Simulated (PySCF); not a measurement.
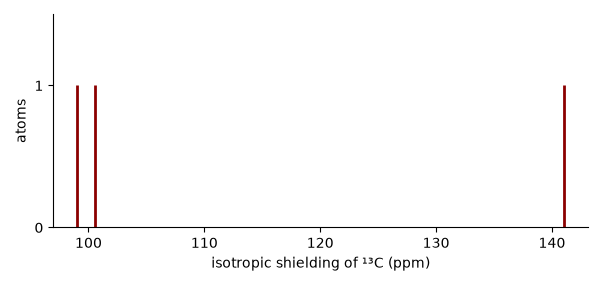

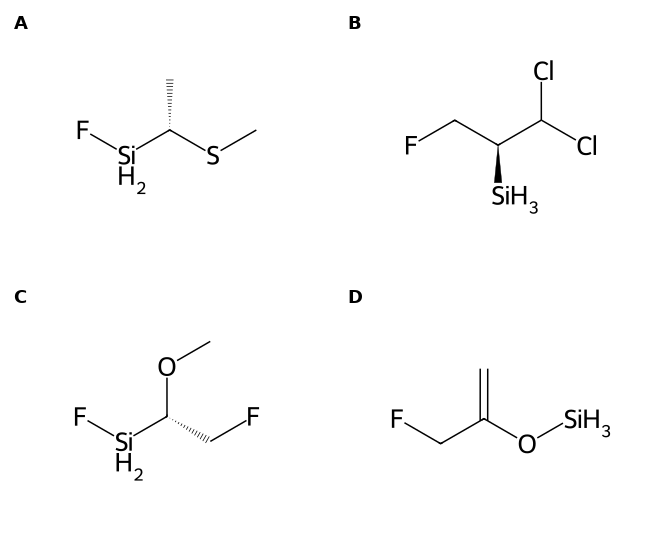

The sticks are computed shieldings of one of the molecules, for one fixed geometry (GFN2-xTB) without averaging over rotations. Low shielding means a high chemical shift. Method: GIAO PBE0/pcSseg-1 NMR shielding, non-relativistic, gas phase (PySCF 2.14.0).

Which molecule gives this pattern?

Answer. B, `FC[C@H]([SiH3])C(Cl)Cl`. Its 3 C atoms give lines at 99.0, 100.5, 141.0 ppm.

The geometry is semi-empirical. Around Si such bond lengths and angles can be off by a tenth of an ångström or more and by several degrees, and values that hang on the shape move with them.
